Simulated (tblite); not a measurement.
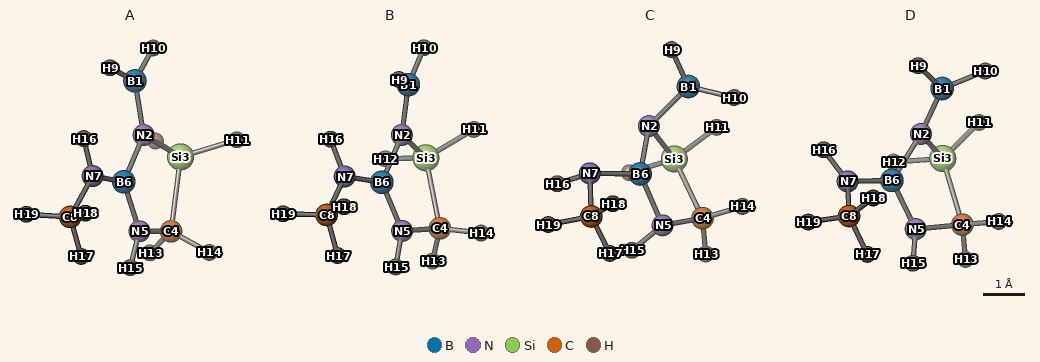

4 geometries from one relaxation of C2H11B2N3Si, in shuffled order. A ball-and-stick model, seen from a free direction.

The calculation used GFN2-xTB geometry optimisation, gas phase (tblite). 

Put them in the order of the run, from the start to the converged end.

Answer. C, D, B, A. They are steps 0, 19, 44, 125, at +3.005 eV, +0.865 eV, +0.142 eV relative to the last. The largest move after the best rigid fit is that of H10, 2.21 Å. Largest moves by element: H 2.21 Å, B 0.86 Å, Si 0.67 Å, N 0.60 Å, C 0.58 Å. Among the contacts that change: B6–N7 1.542 → 1.401 Å, B1–N2 1.493 → 1.398 Å, N5–B6 1.478 → 1.405 Å, N7–H16 1.071 → 1.007 Å. Among the angles between lasting bonds that change: B6–N7–C8 111.4° → 129.2°, B6–N5–H15 110.2° → 125.4°, B1–N2–B6 112.9° → 126.4°. Groups turn about Si3–C4 by about 40°. After 125 geometry steps the energy has fallen by 3.005 eV. Cost: 0.77 s on 1 thread of Intel(R) Xeon(R) 6975P-C (shared host).
